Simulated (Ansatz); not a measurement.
## W-Au-Au-W stack of (100) layers: electron–phonon coupling and resistivity

Question: is the lattice of W-Au-Au-W stack of (100) layers stable, and if so, what are its coupling constant and resistivity?

Calculated with Ansatz 0.2.0; DFT PBE, scalar-relativistic, plane waves, PAW; PAW set soft_1.

## (1) The starting structure

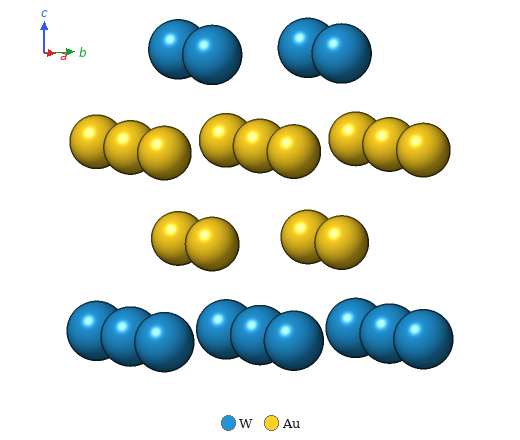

The cell as given, from the side, with the c axis up (tungsten blue, gold yellow). 2×2×1 cells are drawn. Some periodic images of atoms are drawn too.

The cell holds 4 atoms: 2 W and 2 Au. Its edges and angles: a = 2.885 Å, b = 2.885 Å, c = 17.120 Å, α = 90.0°, β = 90.0°, γ = 90.0°. Vacuum lies along c.

## (2) Rough relaxation

Large forces or a large pressure at the start call for a first relaxation with loose thresholds.

The input, input.yaml:

```yaml
crystal:
  lattice:
    - [2.885, 0.0, 0.0]
    - [0.0, 2.885, 0.0]
    - [0.0, 0.0, 17.12]
  atoms:
    - { symbol: W, position: [0.0, 0.0, 0.32126168] }
    - { symbol: Au, position: [0.5, 0.5, 0.44042056] }
    - { symbol: Au, position: [0.0, 0.0, 0.55957944] }
    - { symbol: W, position: [0.5, 0.5, 0.67873832] }
  periodic: [true, true, false]
kpoints:
  mp_grid: { grid: [8, 8, 1] }
hamiltonian:
  xc: pbe
  pseudopotentials: { kind: paw, azcp: { folder: soft_1 } }
scf:
  occupations: { method: gaussian, width: 0.1 }
output:
  forces: true
  stress: true
  eigenvalues: true
relax:
  adjacent_minimum: "off"
  f_tol: 0.05
  max_steps: 80
  cell: { stress_2d_tol: 0.02 }
```

Command:

```
> ansatz run input.yaml --threads 4 --pin off --max-ram 12288MiB --backend cpu --events-out ev --progress --plain --runs-dir out
```

Numbers of over 12 decimals in the logs are rounded to 6 here.

Output:

```text
Warning: crystal.periodic: the lattice vector that does not repeat stood 0.000° off the slab's normal, 17.120 Å along it as the deck builds it. The run solves the slab on a vector along the normal, 36.040 Å long, with every atom where it was (on the deck's vector they left 11.00 Å outside them, and the widest stretch free of ions among them is 2.04 Å). A fractional position that the run reports is one of the run's ce [...]
The last accepted step is kept in <dir> (removed where the run ends without a failure and the disk answers)
crystal.periodic: the lattice vector that does not repeat stood 0.000° off the slab's normal, 17.120 Å along it as the deck builds it. The run solves the slab on a vector along the normal, 36.040 Å long, with every atom where it was (on the deck's vector they left 11.00 Å outside them, and the widest stretch free of ions among them is 2.04 Å). A fractional position that the run reports is one of the run's cell, which [...]
Engine: ansatz 0.2.0, aarch64-unknown-linux-gnu
Pseudopotentials: kind: paw
Pseudopotential: W, paw, valence charge 14, recommended cutoff 420 eV (normal), soft_1/W.paw.azcp
Pseudopotential: Au, paw, valence charge 19, recommended cutoff 420 eV (normal), soft_1/Au.paw.azcp
Functional definition: PBE
  parameter kappa = 0.804
  parameter beta = 0.066725
  exchange = pbe_x(kappa = kappa, mu = beta*pi^2/3)
  correlation = pbe_c(beta = beta)
Crystal: 4 atoms, lattice volume = 299.969 Å³
Basis set: ecut = 420 eV, 5829 PW (Γ), exchange–correlation on 40×40×486 points (8 copies of the dense FFT grid, shifted against one another)
Bands: 40, of which v1, the nominal top of the filled ones, is band 33 counted from 1 (32 counted from 0)
Symmetry: 16 space group operations
Space group: P4/nmm (ITA 129), of the structure as read, at distance tolerance 6.7e-5 Å
k-points: 15 of 64
Non-local potential: W, projectors of the file, l = 0: 3, l = 1: 2, l = 2: 2, l = 3: 1
Non-local potential: Au, projectors of the file, l = 0: 3, l = 1: 2, l = 2: 2, l = 3: 1
PAW form: soft (Blöchl's): semilocal exchange-correlation on the pseudo side does not see the compensation charge
PAW one-centre angular grid: W, 590 points (default); XC on 64 Gauss nodes
PAW one-centre angular grid: Au, 590 points (default); XC on 64 Gauss nodes
Initial density: superposition of atomic densities (neutral atoms: chi_scale 0, normalization atom)
Initial wavefunctions: pseudopotential atomic-orbital guess
Functional: x = pbe(κ = 0.804, μ = 0.219515), c = pbe(β = 0.066725)
SCF iter   1: F=—  HF=-47071.758555 eV  |F-HF|=—  |Δ(HF+E_count)|=         —  Δρ=5.79e-2  dr2=3.46e1  ethr=3.10e-3  ⟨swp⟩=14.1  Hψ=4134  notcnv=0
preconditioner: auto → LDOS  [metal: Δε(μ)=0.062 eV  Ē_g=4.991 eV  σ=0.100 eV  W_gap=0.34  n_scr=24 (ndim 8)  ℏωp=12.5 eV  f_vac=0.707  D(μ)=3.86/eV (n_scr^D=16)  β→1.0]
SCF iter   2: F=—  HF=-47069.413708 eV  |F-HF|=—  |Δ(HF+E_count)|=    2.34e0  Δρ=2.71e-2  dr2=3.07e0  ethr=3.10e-3  ⟨swp⟩=4.1  Hψ=1688  notcnv=0  defer=22
SCF iter   3: F=—  HF=-47069.001095 eV  |F-HF|=—  |Δ(HF+E_count)|=   4.13e-1  Δρ=1.18e-2  dr2=2.51e0  ethr=3.10e-3  ⟨swp⟩=4.2  Hψ=1655  notcnv=0  defer=21
SCF iter   4: F=—  HF=-47068.705249 eV  |F-HF|=—  |Δ(HF+E_count)|=   2.96e-1  Δρ=2.95e-3  dr2=2.04e-2  ethr=3.10e-3  ⟨swp⟩=3.6  Hψ=1150  notcnv=0  defer=23
SCF iter   5: F=—  HF=-47068.704725 eV  |F-HF|=—  |Δ(HF+E_count)|=   5.24e-4  Δρ=1.75e-3  dr2=5.78e-3  ethr=3.10e-5  ⟨swp⟩=4.1  Hψ=1524  notcnv=0  defer=23
SCF iter   6: F=—  HF=-47068.708194 eV  |F-HF|=—  |Δ(HF+E_count)|=   3.47e-3  Δρ=7.79e-4  dr2=1.88e-3  ethr=8.76e-6  ⟨swp⟩=3.3  Hψ=1184  notcnv=0  defer=23
SCF iter   7: F=—  HF=-47068.708513 eV  |F-HF|=—  |Δ(HF+E_count)|=   3.20e-4  Δρ=3.87e-4  dr2=3.03e-4  ethr=2.85e-6  ⟨swp⟩=2.9  Hψ=1078  notcnv=0  defer=23
SCF iter   8: F=—  HF=-47068.708647 eV  |F-HF|=—  |Δ(HF+E_count)|=   1.34e-4  Δρ=1.22e-4  dr2=1.65e-5  ethr=4.60e-7  ⟨swp⟩=3.6  Hψ=1261  notcnv=0  defer=23
SCF iter   9: F=—  HF=-47068.708743 eV  |F-HF|=—  |Δ(HF+E_count)|=   9.61e-5  Δρ=3.53e-5  dr2=1.71e-6  ethr=2.50e-8  ⟨swp⟩=3.4  Hψ=1192  notcnv=0  defer=23
SCF iter  10: F=—  HF=-47068.708749 eV  |F-HF|=—  |Δ(HF+E_count)|=   5.55e-6  Δρ=1.10e-5  dr2=3.38e-7  ethr=2.59e-9  ⟨swp⟩=4.1  Hψ=1404  notcnv=0  defer=23
iter 11 did not close the SCF: its close was put off until two iterations running show no level that it waits for move by more than its bar (scf_convergence_deferred on its scf_iter line)
SCF iter  11: F=-47068.708750 eV  HF=-47068.708750 eV  |F-HF|=1.85e-7  |Δ(HF+E_count)|=   1.29e-6  Δρ=2.63e-6  dr2=1.67e-8  ethr=1.52e-10  ⟨swp⟩=20.8  Hψ=3677  notcnv=0
iter 12 did not close the SCF: its close was put off until two iterations running show no level that it waits for move by more than its bar (scf_convergence_deferred on its scf_iter line)
SCF iter  12: F=-47068.708750 eV  HF=-47068.708750 eV  |F-HF|=4.16e-8  |Δ(HF+E_count)|=   1.50e-7  Δρ=9.64e-7  dr2=2.72e-9  ethr=2.53e-11  ⟨swp⟩=4.3  Hψ=2538  notcnv=0
SCF iter  13: F=-47068.708750 eV  HF=-47068.708750 eV  |F-HF|=1.52e-8  |Δ(HF+E_count)|=   2.77e-8  Δρ=3.45e-7  dr2=2.09e-10  ethr=4.12e-12  ⟨swp⟩=3.5  Hψ=2203  notcnv=0
SCF 1 converged in 13 iterations: F = -47068.708750 eV  dr2 = 2.09e-10
  greatest PAW one-centre occupation: 1.000 electrons in one spin orbital (limit 2), on the Au atom at site 2 (counted from 0), in its partial waves of l = 0
relax step   1: F+E_penalty+E_count = -47068.70875021 eV  Δ(F+E_penalty+E_count) = +0.000e0 eV  max|allowed force component| = 1.261e0 eV/Å  Δτ_max = 0.0000 Å  P = -15.429 N/m  Ω = 299.969 Å³  fix = [c, alpha, beta]  reactions: c +0.000 N/m  (13 SCF iters, dr2 threshold 1.00e-7 eV, accepted)
Crystal: 4 atoms, lattice volume = 270.809 Å³
Basis set: ecut = 420 eV, 5421 PW (Γ), exchange–correlation on 40×40×486 points (8 copies of the dense FFT grid, shifted against one another)
Initial density: handed on by an earlier stage of this run
Initial wavefunctions: those handed on with the density
SCF iter   1: F=—  HF=-47069.241571 eV  |F-HF|=—  |Δ(HF+E_count)|=         —  Δρ=1.54e-2  dr2=2.35e0  ethr=3.10e-3  ⟨swp⟩=16.3  Hψ=4036  notcnv=0
preconditioner: auto → LDOS  [metal: Δε(μ)=0.085 eV  Ē_g=6.272 eV  σ=0.100 eV  W_gap=0.45  n_scr=24 (ndim 8)  ℏωp=13.2 eV  f_vac=0.706  D(μ)=4.56/eV (n_scr^D=20)  β→1.0]
SCF iter   2: F=—  HF=-47069.038591 eV  |F-HF|=—  |Δ(HF+E_count)|=   2.03e-1  Δρ=6.15e-3  dr2=1.18e-1  ethr=3.10e-3  ⟨swp⟩=3.1  Hψ=1108  notcnv=0  defer=24
SCF iter   3: F=—  HF=-47069.027283 eV  |F-HF|=—  |Δ(HF+E_count)|=   1.13e-2  Δρ=4.38e-3  dr2=6.21e-2  ethr=1.79e-4  ⟨swp⟩=3.9  Hψ=1617  notcnv=0  defer=26
[...]
SCF iter   7: F=—  HF=-47069.358875 eV  |F-HF|=—  |Δ(HF+E_count)|=   2.27e-5  Δρ=6.28e-5  dr2=5.20e-6  ethr=4.87e-8  ⟨swp⟩=3.2  Hψ=1120  notcnv=0  defer=26
SCF iter   8: F=—  HF=-47069.358896 eV  |F-HF|=—  |Δ(HF+E_count)|=   2.06e-5  Δρ=2.28e-5  dr2=7.42e-7  ethr=7.87e-9  ⟨swp⟩=3.3  Hψ=1356  notcnv=0  defer=26
SCF iter   9: F=-47069.358899 eV  HF=-47069.358898 eV  |F-HF|=6.76e-7  |Δ(HF+E_count)|=   2.12e-6  Δρ=8.65e-6  dr2=8.28e-8  ethr=6.06e-10  ⟨swp⟩=17.5  Hψ=3555  notcnv=0
SCF 3 converged in 9 iterations: F = -47069.358899 eV  dr2 = 8.28e-8
relax step   3: F+E_penalty+E_count = -47069.35889872 eV  Δ(F+E_penalty+E_count) = -3.480e-1 eV  max|allowed force component| = 3.791e-1 eV/Å  Δτ_max = 0.1984 Å  P = -6.170 N/m  Ω = 273.408 Å³  energy of the carried Pulay correction = +2.328e-3 eV  fix = [c, alpha, beta]  reactions: c +0.000 N/m  (9 SCF iters, dr2 threshold 4.00e-7 eV, accepted)
[...]
relax step   4: F+E_penalty+E_count = -47069.47031021 eV  Δ(F+E_penalty+E_count) = -1.114e-1 eV  max|allowed force component| = 6.649e-2 eV/Å  Δτ_max = 0.0915 Å  P = -0.856 N/m  Ω = 262.066 Å³  energy of the carried Pulay correction = +3.390e-3 eV  fix = [c, alpha, beta]  reactions: c +0.000 N/m  (8 SCF iters, dr2 threshold 4.00e-7 eV, accepted)
[...]
relax step   5: F+E_penalty+E_count = -47069.47486318 eV  Δ(F+E_penalty+E_count) = -4.553e-3 eV  max|allowed force component| = 3.526e-2 eV/Å  Δτ_max = 0.0545 Å  P = +0.590 N/m  Ω = 259.034 Å³  energy of the carried Pulay correction = +3.681e-3 eV  fix = [c, alpha, beta]  reactions: c +0.000 N/m  (8 SCF iters, dr2 threshold 4.00e-7 eV, accepted)
[...]
relax step   6: F+E_penalty+E_count = -47069.47546987 eV  Δ(F+E_penalty+E_count) = -6.067e-4 eV  max|allowed force component| = 7.664e-3 eV/Å  Δτ_max = 0.0104 Å  P = -0.098 N/m  Ω = 259.947 Å³  energy of the carried Pulay correction = +3.593e-3 eV  fix = [c, alpha, beta]  reactions: c +0.000 N/m  (6 SCF iters, dr2 threshold 3.35e-7 eV, accepted)
[...]
relax step   7: F+E_penalty+E_count = -47069.47549003 eV  Δ(F+E_penalty+E_count) = -2.016e-5 eV  max|allowed force component| = 2.821e-4 eV/Å  Δτ_max = 0.0017 Å  P = -0.002 N/m  Ω = 259.907 Å³  energy of the carried Pulay correction = +3.597e-3 eV  fix = [c, alpha, beta]  reactions: c +0.000 N/m  (6 SCF iters, dr2 threshold 9.19e-9 eV, accepted)
Basis set: ecut = 420 eV, 5117 PW (Γ), exchange–correlation on 36×36×486 points (8 copies of the dense FFT grid, shifted against one another)
Initial wavefunctions: pseudopotential atomic-orbital guess (no wavefunctions were taken with the density)
iter 1 solved again at ethr=1.45e-7 eV; its pass at ethr=3.10e-3 eV (dr2=9.60e-5 eV) is discarded
SCF iter   1: F=—  HF=-47069.472219 eV  |F-HF|=—  |Δ(HF+E_count)|=         —  Δρ=1.53e-4  dr2=8.79e-6  ethr=1.45e-7  ⟨swp⟩=6.9  Hψ=7108  notcnv=0
preconditioner: auto → LDOS  [insulator: Δε(μ)=0.204 eV  Ē_g=6.130 eV  σ=0.100 eV  W_gap=0.83  n_scr=24 (ndim 8)  ℏωp=13.4 eV  f_vac=0.688  D(μ)=2.20/eV (n_scr^D=14)  ε∞_Penn≈5.8  β→1.0]
SCF iter   2: F=—  HF=-47069.472163 eV  |F-HF|=—  |Δ(HF+E_count)|=   5.61e-5  Δρ=3.39e-5  dr2=2.20e-6  ethr=1.33e-8  ⟨swp⟩=3.3  Hψ=1387  notcnv=0
SCF iter   3: F=—  HF=-47069.472439 eV  |F-HF|=—  |Δ(HF+E_count)|=   2.76e-4  Δρ=2.07e-5  dr2=1.23e-6  ethr=3.34e-9  ⟨swp⟩=3.5  Hψ=1418  notcnv=0
SCF iter   4: F=—  HF=-47069.472438 eV  |F-HF|=—  |Δ(HF+E_count)|=   2.68e-7  Δρ=7.61e-6  dr2=1.61e-7  ethr=1.87e-9  ⟨swp⟩=3.1  Hψ=1085  notcnv=0
SCF iter   5: F=—  HF=-47069.472438 eV  |F-HF|=—  |Δ(HF+E_count)|=   1.83e-8  Δρ=1.30e-6  dr2=1.51e-8  ethr=2.44e-10  ⟨swp⟩=3.2  Hψ=1351  notcnv=0
SCF iter   6: F=—  HF=-47069.472438 eV  |F-HF|=—  |Δ(HF+E_count)|=   3.25e-9  Δρ=3.92e-7  dr2=2.80e-10  ethr=2.29e-11  ⟨swp⟩=3.7  Hψ=1275  notcnv=0
SCF iter   7: F=—  HF=-47069.472438 eV  |F-HF|=—  |Δ(HF+E_count)|=   1.48e-9  Δρ=1.43e-7  dr2=6.89e-11  ethr=1.00e-12  ⟨swp⟩=3.5  Hψ=1363  notcnv=0
SCF iter   8: F=—  HF=-47069.472438 eV  |F-HF|=—  |Δ(HF+E_count)|=  4.22e-10  Δρ=4.53e-8  dr2=2.65e-12  ethr=1.00e-12  ⟨swp⟩=14.1  Hψ=4948  notcnv=0
SCF iter   9: F=-47069.472438 eV  HF=-47069.472438 eV  |F-HF|=8.73e-11  |Δ(HF+E_count)|=  6.55e-11  Δρ=1.34e-8  dr2=2.08e-13  ethr=1.00e-12  ⟨swp⟩=7.9  Hψ=2970  notcnv=0
SCF 8 converged in 9 iterations: F = -47069.472438 eV  dr2 = 2.08e-13
relax step   8: F+E_penalty+E_count = -47069.47243840 eV  Δ(F+E_penalty+E_count) = +3.052e-3 eV  max|allowed force component| = 6.794e-4 eV/Å  Δτ_max = 0.0000 Å  P = -0.020 N/m  Ω = 259.907 Å³  fix = [c, alpha, beta]  reactions: c +0.000 N/m  stress off target by 2.00e-2 N/m on what of the cell is left free  SCF on the basis re-selected at this cell (its energy is not comparable with the rows above)  (9 SCF iters)
basis re-selected at this cell: Δ(F+E_penalty+E_count) = +3.052e-3 eV, ΔP = -0.018 N/m vs the last step (what re-selecting the basis moved, of the pressure what is left beyond the Pulay correction that the steps carried, after the strain that the cell walked since its last selection, with what the two solves' SCF thresholds leave and, on support functions, any second-order correction that the steps lacked; it is no measure of the basis error at this ecutwfc). The dense FFT grid was sized anew with the basis: this SCF ran on 18×18×243 points, the steps before it on 20×20×243, so part of this shift can come from that change (see relax.cell in the input reference). [rest of the remark cut]
SCF converged after 9 iterations
Free energy (F): -47069.472438 eV
Harris-Foulkes:  -47069.472438 eV  (|F-HF|=8.73e-11)
Internal energy: -47069.461460 eV  (E = F + TS)
E sigma→0 (E₀):  -47069.466949 eV
Entropy (-TS):   -0.010978 eV (-2.745 meV/atom)
Fermi energy:    -5.347242 eV
--- Per-component energies (eV) ---
  E_band       = -2352.937016
  E_kinetic    = 1993.103722
  E_local      = -342834.802304  (includes V_loc(G=0)·N_el)
  E_nonlocal   = 144.817540
  E_hartree    = 170219.120395
  E_xc         = -962.158539
  E_vxc        = -980.683736  (∫ρ·V_xc dr)
  E_paw        = -36616.753465  (= ΣΔE_a)
  E_vpaw       = -1113.616501  (= ΣTr[D̂ρ^β])
  E_aug_tail   = 0.003542  (compensation charges beyond the density's cutoff)
  E_ewald      = 160987.207648
  E_smearing   = -0.010978  (= −TS)
  E_closure    = 0.000000  (closes the sum)
  Σ components = -47069.472438   (vs F -47069.472438, Δ=0.00e0)
--- Forces (eV/Å), atoms counted from 1 ---
  atom   1  W     -0.00000000     0.00000000    -0.00011678
  atom   2  Au     0.00000000     0.00000000     0.00067943
  atom   3  Au    -0.00000000     0.00000000    -0.00067943
  atom   4  W     -0.00000000     0.00000000     0.00011678
  max |Σ_I F_I| component: 8.13e-20 eV/Å
--- 2D stress c σ (N/m, compression-positive) ---
       -0.019974       0.000000       0.000000
        0.000000      -0.019974       0.000000
        0.000000       0.000000       0.000000
  P = ½ c Tr σ = -0.0200 N/m
--- Band table (eV; the first three rows and the last of 15) ---
  k-point 0: bands = [... 29 lower, -8.0515, -7.7603, -7.6087, -6.7566, -5.9882, -5.2320, -2.8313, -2.8313, ... 3 higher]
  k-point 1: bands = [... 29 lower, -7.9673, -7.9011, -7.7928, -6.1921, -6.0327, -5.7321, -2.9546, -2.7299, ... 3 higher]
  k-point 2: bands = [... 29 lower, -8.2100, -6.9556, -6.8922, -6.6110, -5.6655, -5.1370, -2.8867, -2.6794, ... 3 higher]
  k-point 14: bands = [... 29 lower, -6.3575, -5.9086, -5.9086, -3.7122, -3.7122, -1.5266, -1.5266, 0.4203, ... 3 higher]
--- Relaxed structure (7 steps of the walk, 7 accepted, 1 SCFs on fresh bases) ---
  F+E_penalty+E_count = -47069.47243840 eV   max|allowed force component| = 6.794e-4 eV/Å   (the final SCF, on the basis selected at the relaxed cell)
  cell:  # Å, volume = 259.9066 Å³
    - [2.685445, 0, 0.0]
    - [0, 2.685445, 0.0]
    - [0.0, 0.0, 36.040000]
  atoms:
    - { symbol: W, position: [0, 0, 0.142782] }
    - { symbol: Au, position: [0.500000, 0.500000, 0.203481] }
    - { symbol: Au, position: [0, 0, 0.271547] }
    - { symbol: W, position: [0.500000, 0.500000, 0.332245] }
```

Wall time 26 s (4 threads of Arm Neoverse V2, shared host); peak memory 0.68 GiB.

The steps of the relaxation:

```csv
step,energy less that of the first step (eV),largest force component (eV/Å),volume (Å³)
1,0.0000,1.2611,299.97
2,-0.3021,1.8457,270.81
3,-0.6501,0.3791,273.41
4,-0.7616,0.0665,262.07
5,-0.7661,0.0353,259.03
6,-0.7667,0.0077,259.95
7,-0.7667,0.0003,259.91
8*,-0.7637,0.0007,259.91
```

Relaxation steps marked * repeat the geometry before them on a plane-wave basis chosen anew for their cell, so energy and pressure can jump there.

The run keeps the 16 symmetry operations that it works with, so distortions that break them were not tested.

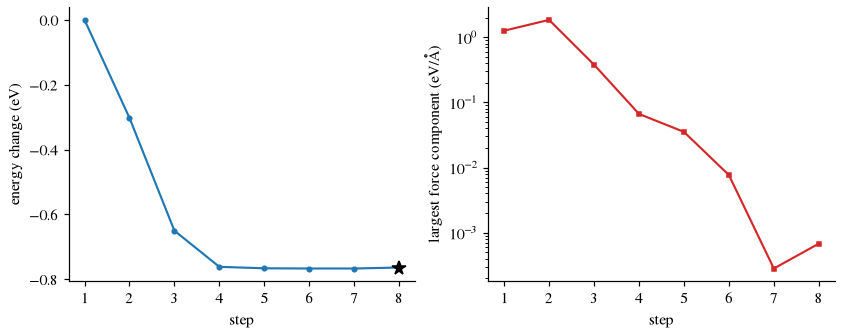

Energy and largest force along the relaxation. Stars mark steps on a basis chosen anew.

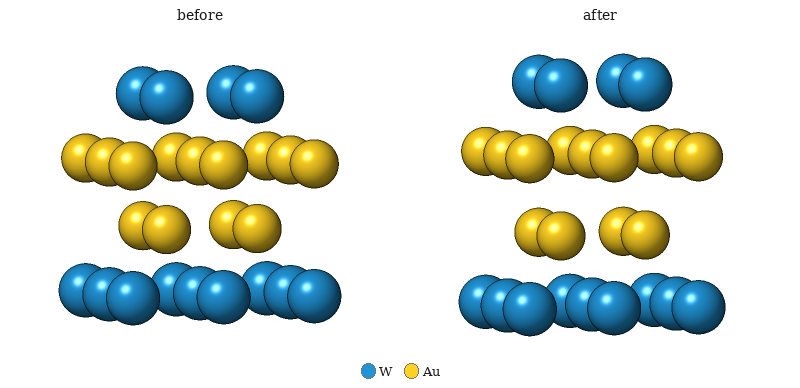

Before and after, at one scale.

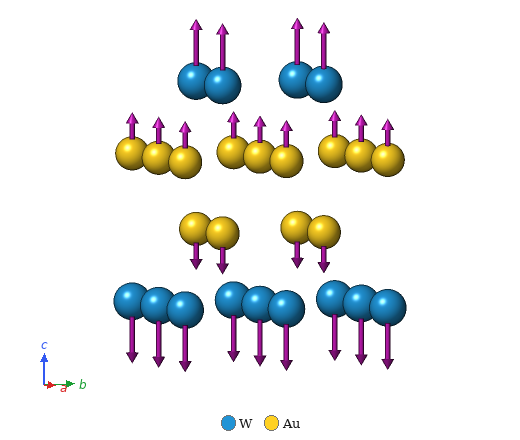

Displacements in the relaxation, exaggerated, measured against the changing cell; the longest in the cell stands for 0.35 Å. 2×2×1 cells are drawn. Some periodic images of atoms are drawn too.

```csv
cell as run,before,after,change
a (Å),2.885,2.685,-6.9 %
b (Å),2.885,2.685,-6.9 %
```

The atoms that moved most (Å, along periodic axes as changes of fractional coordinates times the final cell, across vacuum about the mean position):

```csv
atom,dx,dy,dz,length
W1,0.000,0.000,-0.354,0.354
W4,0.000,0.000,0.354,0.354
Au3,0.000,0.000,0.207,0.207
Au2,0.000,0.000,-0.207,0.207
```

The relaxed structure:

```xyz
4
Lattice="2.6854 0.0000 0.0000 0.0000 2.6854 0.0000 0.0000 0.0000 36.0400" Properties=species:S:1:pos:R:3
W     0.0000    0.0000    5.1459
Au    1.3427    1.3427    7.3335
Au    0.0000    0.0000    9.7865
W     1.3427    1.3427   11.9741
```

This step gave:

```yaml
metallic_on_mesh: yes
gap_on_the_k_mesh: 0 eV
```

The relaxation ends with a largest force component of 6.8e-4 eV/Å.

## (3) Relaxing cell and atoms

The structure is brought to rest under this functional.

input.yaml, the sections that differ from step 2:

```yaml
crystal:
  lattice:
    - [2.6854448152, 0.0, 0.0]
    - [0.0, 2.6854448152, 0.0]
    - [0.0, 0.0, 36.0400001536]
  atoms:
    - { symbol: W, position: [0.0, 0.0, 0.1427824519] }
    - { symbol: Au, position: [0.5, 0.5, 0.2034809221] }
    - { symbol: Au, position: [0.0, 0.0, 0.2715468229] }
    - { symbol: W, position: [0.5, 0.5, 0.3322452931] }
  periodic: [true, true, false]
kpoints:
  mp_grid: { grid: [12, 12, 1] }
relax:
  adjacent_minimum: "off"
  f_tol: 0.005
  max_steps: 80
  cell: { stress_2d_tol: 0.02 }
# hamiltonian, scf, output: as in step 2
```

Output:

```text
[the first part of the log is left out]
  E_vpaw       = -1113.438158  (= ΣTr[D̂ρ^β])
  E_aug_tail   = 0.003544  (compensation charges beyond the density's cutoff)
  E_ewald      = 171176.287742
  E_smearing   = -0.016716  (= −TS)
  E_closure    = -0.000000  (closes the sum)
  Σ components = -47069.551451   (vs F -47069.551451, Δ=0.00e0)
--- Forces (eV/Å), atoms counted from 1 ---
  atom   1  W      0.00000000     0.00000000    -0.00004894
  atom   2  Au     0.00000000     0.00000000    -0.00003438
[...]
-0.000000       0.000771       0.000000
        0.000000       0.000000       0.000000
  P = ½ c Tr σ = 0.0008 N/m
--- Band table (eV; the first three rows and the last of 28) ---
[...]
--- Relaxed structure (6 steps of the walk, 4 accepted, 1 SCFs on fresh bases) ---
[...]
cell:  # Å, volume = 269.1778 Å³
    - [2.680749, 0, 0.0]
    - [0, 2.680749, 0.0]
    - [0.0, 0.0, 37.456482]
  atoms:
    - { symbol: W, position: [0, 0, 0.137216] }
    - { symbol: Au, position: [0.5, 0.5, 0.195806] }
    - { symbol: Au, position: [0, 0, 0.261258] }
    - { symbol: W, position: [0.5, 0.5, 0.319848] }
```

Run time: 38 s. Hardware: 4 threads; peak memory 0.74 GiB; 2.4 min of CPU time.

The steps of the relaxation:

```csv
step,energy less that of the first step (eV),largest force component (eV/Å),volume (Å³)
1,0.0000,0.0214,270.12
2,0.0001,0.0476,268.64
3,-0.0006,0.0156,269.48
4,-0.0005,0.0317,269.06
5,-0.0007,0.0017,269.25
6,-0.0007,0.0001,269.18
7,-0.0006,0.0000,269.18
```

The log counts 1 steps on a newly chosen plane-wave basis, not all of them marked here; energy and pressure can jump at such steps. Relaxation steps 2, 4 were tried and not accepted.

```csv
cell as run,before,after,change
a (Å),2.685,2.681,-0.2 %
b (Å),2.685,2.681,-0.2 %
```

Final coordinates:

```xyz
4
Lattice="2.6807 0.0000 0.0000 0.0000 2.6807 0.0000 0.0000 0.0000 37.4565" Properties=species:S:1:pos:R:3
W     0.0000    0.0000    5.1396
Au    1.3404    1.3404    7.3342
Au    0.0000    0.0000    9.7858
W     1.3404    1.3404   11.9804
```

(Continued in part 2 of 4.)

[Logs are printed without paths, hosts, clocks, repeated set-up lines and the standing remarks that a program may print on its own settings, such as how far it seeks lower states.]

[Hosts, paths, dates, database ids (printed as entryN), source tags and the programs' standing remarks are cut or masked in the printed files.]
